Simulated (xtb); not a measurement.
# Si2H2SF3: geometry relaxation (part 1 of 4)

- system: Si2H2SF3, multiplicity 2
- method: GFN1-xTB (xtb 6.7.1)

The geometry comes from this level: GFN2-xTB.

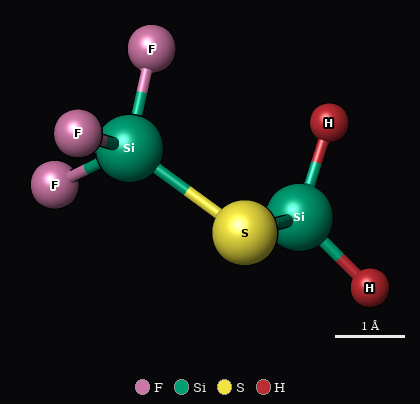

Figure 1. The input geometry (ball-and-stick view, seen at a tilt). Bond lengths as drawn: F–Si 1.58 to 1.59 Å, H–Si 1.45 to 1.46 Å and S–Si 2.08 to 2.19 Å.

Key numbers:

| quantity | value |
| --- | --- |
| outcome | converged |
| electrons treated | 37 |
| total energy | −24.141975 hartree |
| dispersion energy | −0.003193 hartree |
| basis functions | 46 |
| dipole moment | 2.21 D |
| hardware | 1 thread of Intel Xeon @ 2.70GHz, 189 GiB of memory available, shared host |
| wall time | 0.53 s |
| peak memory | 0.071 GiB |

Remarks:

The record of the run, not the program, notes: no spin polarisation: high-spin states lie too high.

Input file (geom.xyz):
```
8

F      0.97653    -1.16737     1.25999
Si     1.13226    -0.75228    -0.26370
F      0.42940    -1.95265    -1.02390
F      2.67262    -0.86542    -0.58397
S      0.34332     1.12485    -0.71221
Si    -1.65874     0.85709     0.12483
H     -1.53323     0.72882     1.56929
H     -2.36216     2.02696    -0.37033
```

Launch command:
```bash
xtb geom.xyz --uhf 1 --gfn 1 --opt vtight > out.txt 2> xtb.err
```

Log:
```
* xtb version 6.7.1
   ID    Z sym.   atoms
    1    9 F      1, 3, 4
    2   14 Si     2, 6
    3   16 S      5
    4    1 H      7, 8

           -------------------------------------------------
          |                Calculation Setup                |
           -------------------------------------------------

          program call               : xtb geom.xyz --uhf 1 --gfn 1 --opt vtight
          coordinate file            : geom.xyz
          omp threads                :                     1

           -------------------------------------------------
          |                 G F N 1 - x T B                 |
           -------------------------------------------------

      * Hamiltonian:
        H0-scaling (s, p, d)           1.850000    2.250000    2.000000
        zeta-weighting                 0.000000
      * Dispersion:
        s8                             2.400000
        a1                             0.630000
        a2                             5.000000
        s9                             0.000000
      * Repulsion:
        kExp                           1.500000
        rExp                           1.000000
      * Coulomb:
        alpha                          2.000000
        third order                    atomic
        anisotropic                    false
      * Halogen bond correction:
        rad-scale                      1.300000
        damping                        0.440000

          ...................................................
          :                      SETUP                      :
          :.................................................:
          :  # basis functions                  46          :
          :  # atomic orbitals                  43          :
          :  # shells                           19          :
          :  # electrons                        37          :
          :  # halogen bonds                     0          :
          :  max. iterations                   250          :
          :  Hamiltonian                  GFN1-xTB          :
          :  restarted?                      false          :
          :  GBSA solvation                  false          :
          :  PC potential                    false          :
          :  electronic temp.          300.0000000     K    :
          :  accuracy                    1.0000000          :
          :  -> integral cutoff          0.2500000E+02      :
          :  -> integral neglect         0.1000000E-07      :
          :  -> SCF convergence          0.1000000E-05 Eh   :
          :  -> wf. convergence          0.2000000E-04 e    :
          :  Broyden damping             0.4000000          :
          :  net charge                          0          :
          :  unpaired electrons                  1          :
          ...................................................

 iter      E             dE          RMSdq      gap      omega  full diag
   1    -24.2040627 -0.242041E+02  0.730E+00    3.11       0.0  T
   2    -24.2125542 -0.849150E-02  0.426E+00    3.03       1.0  T
   3    -24.2056596  0.689464E-02  0.741E-01    2.99       1.0  T
   4    -24.2138373 -0.817769E-02  0.289E-01    2.98       1.0  T
   5    -24.2143655 -0.528197E-03  0.120E-01    2.99       1.0  T
   6    -24.2145212 -0.155672E-03  0.328E-02    3.00       1.1  T
   7    -24.2145188  0.234755E-05  0.202E-02    2.99       1.7  T
   8    -24.2145253 -0.646450E-05  0.213E-03    2.99      16.6  T
   9    -24.2145253 -0.538414E-07  0.585E-04    2.99      60.4  T
  10    -24.2145253 -0.459293E-08  0.455E-05    2.99     776.8  T
  11    -24.2145253 -0.291678E-10  0.119E-05    2.99    2967.3  T

   *** convergence criteria satisfied after 11 iterations ***

         #    Occupation            Energy/Eh            Energy/eV
      -------------------------------------------------------------
         1        2.0000           -0.8685699             -23.6350
       ...           ...                  ...                  ...
        13        2.0000           -0.5262043             -14.3187
        14        2.0000           -0.5228163             -14.2266
        15        2.0000           -0.4935949             -13.4314
        16        2.0000           -0.4761381             -12.9564
        17        2.0000           -0.4629178             -12.5966
        18        2.0000           -0.4465619             -12.1516
        19        1.0000           -0.3247386              -8.8366 (HOMO)
        20                         -0.2147197              -5.8428 (LUMO)
        21                         -0.1854807              -5.0472
        22                         -0.1753461              -4.7714
        23                         -0.1559797              -4.2444
        24                         -0.1110437              -3.0217
       ...                                ...                  ...
        43                          1.4109920              38.3950
      -------------------------------------------------------------
                  HL-Gap            0.1100189 Eh            2.9938 eV
             Fermi-level           -0.3276897 Eh           -8.9169 eV

 SCC (total)                   0 d,  0 h,  0 min,  0.021 sec
 SCC setup                      ...        0 min,  0.000 sec (  0.617%)
 Dispersion                     ...        0 min,  0.000 sec (  0.230%)
 classical contributions        ...        0 min,  0.000 sec (  0.102%)
 integral evaluation            ...        0 min,  0.005 sec ( 24.513%)
 iterations                     ...        0 min,  0.006 sec ( 30.263%)
 molecular gradient             ...        0 min,  0.009 sec ( 42.461%)
 printout                       ...        0 min,  0.000 sec (  1.728%)

         :::::::::::::::::::::::::::::::::::::::::::::::::::::
         ::                     SUMMARY                     ::
         :::::::::::::::::::::::::::::::::::::::::::::::::::::
         :: total energy             -24.135370215008 Eh    ::
         :: gradient norm              0.034755226112 Eh/a0 ::
         :: HOMO-LUMO gap              2.993767603676 eV    ::
         ::.................................................::
         :: SCC energy               -24.214525348823 Eh    ::
         :: -> electrostatic           0.036928115473 Eh    ::
         :: repulsion energy           0.082468118607 Eh    ::
         :: dispersion energy         -0.003312984791 Eh    ::
         :: halogen bond corr.         0.000000000000 Eh    ::
         :: add. restraining           0.000000000000 Eh    ::
         :: total charge               0.000000000000 e     ::
         :::::::::::::::::::::::::::::::::::::::::::::::::::::

      -----------------------------------------------------------
     |                   =====================                   |
     |                        A N C O P T                        |
     |                   =====================                   |
     |               Approximate Normal Coordinate               |
     |                Rational Function Optimizer                |
      -----------------------------------------------------------
      -----------------------------------------------------------
     |                   =====================                   |
     |                        A N C O P T                        |
     |                   =====================                   |
     |               Approximate Normal Coordinate               |
     |                Rational Function Optimizer                |
      -----------------------------------------------------------

          ...................................................
          :                      SETUP                      :
          :.................................................:
          :   optimization level         verytight          :
          :   max. optcycles                   200          :
          :   ANC micro-cycles                  20          :
          :   degrees of freedom                18          :
          :.................................................:
          :   RF solver                   davidson          :
          :   write xtbopt.log                true          :
          :   linear?                        false          :
          :   energy convergence         0.1000000E-06 Eh   :
          :   grad. convergence          0.2000000E-03 Eh/α :
          :   maxmium RF displ.          1.0000000          :
          :   Hlow (freq-cutoff)         0.1000000E-01      :
          :   Hmax (freq-cutoff)         5.0000000          :
          :   S6 in model hess.         20.0000000          :
          ...................................................

generating ANC from exact Hessian ...
Using Lindh-Hessian (1995)
 Shifting diagonal of input Hessian by    1.1013619825055764E-002
 Lowest  eigenvalues of input Hessian
    0.010000    0.010531    0.000000    0.000000    0.010873    0.000000
    0.000000    0.000000    0.000000    0.015256    0.016701    0.032422
    0.037958    0.039041    0.129074    0.179402    0.213638    0.217078
 Highest eigenvalues
    0.333293    0.425939    0.636595    1.408863    1.935442    2.031863

........................................................................
.............................. CYCLE    1 ..............................
........................................................................

 iter      E             dE          RMSdq      gap      omega  full diag
   1    -24.2145253 -0.242145E+02  0.164E-06    2.99       0.0  T
   2    -24.2145253 -0.781597E-13  0.743E-07    2.99   47611.1  T
   3    -24.2145253  0.461853E-13  0.582E-07    2.99   60723.4  T
     SCC iter.                  ...        0 min,  0.002 sec
     gradient                   ...        0 min,  0.009 sec
 * total energy  :   -24.1353702 Eh     change       -0.2327027E-11 Eh
   gradient norm :     0.0347549 Eh/α   predicted     0.0000000E+00 (-100.00%)
   displ. norm   :     0.4376103 α      lambda       -0.9877244E-02
   maximum displ.:     0.2955896 α      in ANC's #7, #5, #4, ...

........................................................................
.............................. CYCLE    2 ..............................
........................................................................

 iter      E             dE          RMSdq      gap      omega  full diag
   1    -24.2181292 -0.242181E+02  0.299E-01    3.52       0.0  T
   2    -24.2187293 -0.600119E-03  0.163E-01    3.50       1.0  T
   3    -24.2188829 -0.153588E-03  0.574E-02    3.50       1.0  T
   4    -24.2188880 -0.514680E-05  0.125E-02    3.50       2.8  T
   5    -24.2188896 -0.154751E-05  0.495E-03    3.50       7.1  T
   6    -24.2188898 -0.217705E-06  0.180E-03    3.50      19.6  T
   7    -24.2188898 -0.135635E-07  0.626E-04    3.50      56.5  T
   8    -24.2188898 -0.244150E-09  0.202E-05    3.50    1752.2  T
   9    -24.2188898 -0.312284E-11  0.407E-06    3.50    8684.6  T
     SCC iter.                  ...        0 min,  0.005 sec
     gradient                   ...        0 min,  0.009 sec
 * total energy  :   -24.1390356 Eh     change       -0.3665358E-02 Eh
   gradient norm :     0.0154362 Eh/α   predicted    -0.5884376E-02 (  60.54%)
   displ. norm   :     0.2743329 α      lambda       -0.2380439E-02
   maximum displ.:     0.2014682 α      in ANC's #5, #1, #4, ...

........................................................................
.............................. CYCLE    3 ..............................
........................................................................

 iter      E             dE          RMSdq      gap      omega  full diag
   1    -24.2209376 -0.242209E+02  0.107E-01    3.36       0.0  T
   2    -24.2209547 -0.171477E-04  0.466E-02    3.36       1.0  T
   3    -24.2209549 -0.176808E-06  0.263E-02    3.36       1.3  T
   4    -24.2209589 -0.403197E-05  0.568E-03    3.35       6.2  T
   5    -24.2209593 -0.355470E-06  0.226E-03    3.35      15.7  T
   6    -24.2209593 -0.434253E-07  0.938E-04    3.35      37.7  T
   7    -24.2209593 -0.108249E-08  0.145E-04    3.35     243.8  T
   8    -24.2209593 -0.735163E-10  0.196E-05    3.35    1805.8  T
     SCC iter.                  ...        0 min,  0.004 sec
     gradient                   ...        0 min,  0.009 sec
 * total energy  :   -24.1400336 Eh     change       -0.9979785E-03 Eh
   gradient norm :     0.0115104 Eh/α   predicted    -0.1279792E-02 (  28.24%)
   displ. norm   :     0.1710597 α      lambda       -0.7998148E-03
   maximum displ.:     0.1397761 α      in ANC's #1, #2, #3, ...

........................................................................
.............................. CYCLE    4 ..............................
........................................................................

 iter      E             dE          RMSdq      gap      omega  full diag
   1    -24.2185563 -0.242186E+02  0.110E-01    3.35       0.0  T
   2    -24.2186234 -0.670511E-04  0.506E-02    3.36       1.0  T
   3    -24.2186437 -0.203560E-04  0.260E-02    3.36       1.4  T
   4    -24.2186434  0.373583E-06  0.947E-03    3.36       3.7  T
   5    -24.2186448 -0.146830E-05  0.198E-03    3.36      17.9  T
   6    -24.2186449 -0.137028E-07  0.533E-04    3.36      66.3  T
   7    -24.2186449 -0.379551E-09  0.182E-04    3.36     194.3  T
   8    -24.2186449 -0.307345E-10  0.113E-05    3.36    3141.1  T
     SCC iter.                  ...        0 min,  0.004 sec
     gradient                   ...        0 min,  0.008 sec
 * total energy  :   -24.1403944 Eh     change       -0.3608019E-03 Eh
   gradient norm :     0.0091711 Eh/α   predicted    -0.4116085E-03 (  14.08%)
   displ. norm   :     0.1691287 α      lambda       -0.4408759E-03
   maximum displ.:     0.1348766 α      in ANC's #1, #3, #2, ...

........................................................................
.............................. CYCLE    5 ..............................
........................................................................

 iter      E             dE          RMSdq      gap      omega  full diag
   1    -24.2196447 -0.242196E+02  0.275E-02    3.38       0.0  T
   2    -24.2196527 -0.806474E-05  0.146E-02    3.38       2.4  T
   3    -24.2196545 -0.172296E-05  0.818E-03    3.38       4.3  T
   4    -24.2196548 -0.368347E-06  0.382E-03    3.38       9.3  T
   5    -24.2196549 -0.851738E-07  0.168E-03    3.38      21.0  T
   6    -24.2196549 -0.205656E-07  0.351E-04    3.38     100.9  T
   7    -24.2196549 -0.661249E-09  0.111E-04    3.38     318.9  T
   8    -24.2196549 -0.182894E-10  0.455E-06    3.38    7778.6  T
     SCC iter.                  ...        0 min,  0.004 sec
     gradient                   ...        0 min,  0.009 sec
 * total energy  :   -24.1407609 Eh     change       -0.3665326E-03 Eh
   gradient norm :     0.0065504 Eh/α   predicted    -0.2267433E-03 ( -38.14%)
   displ. norm   :     0.3235067 α      lambda       -0.5944280E-03
   maximum displ.:     0.2540956 α      in ANC's #1, #3, #2, ...

........................................................................
.............................. CYCLE    6 ..............................
........................................................................

 iter      E             dE          RMSdq      gap      omega  full diag
   1    -24.2209711 -0.242210E+02  0.371E-02    3.38       0.0  T
   2    -24.2209892 -0.180677E-04  0.205E-02    3.38       1.7  T
   3    -24.2209919 -0.276792E-05  0.846E-03    3.38       4.2  T
   4    -24.2209920 -0.382424E-07  0.505E-03    3.38       7.0  T
   5    -24.2209923 -0.308721E-06  0.239E-03    3.38      14.8  T
   6    -24.2209923 -0.273847E-07  0.453E-04    3.38      78.1  T
   7    -24.2209923 -0.537852E-09  0.526E-05    3.38     671.6  T
   8    -24.2209923 -0.338574E-11  0.663E-06    3.38    5328.9  T
     SCC iter.                  ...        0 min,  0.004 sec
     gradient                   ...        0 min,  0.009 sec
 * total energy  :   -24.1412058 Eh     change       -0.4448934E-03 Eh
   gradient norm :     0.0076720 Eh/α   predicted    -0.3283211E-03 ( -26.20%)
   displ. norm   :     0.3051601 α      lambda       -0.3813206E-03
   maximum displ.:     0.2527609 α      in ANC's #1, #3, #2, ...

........................................................................
.............................. CYCLE    7 ..............................
........................................................................
```
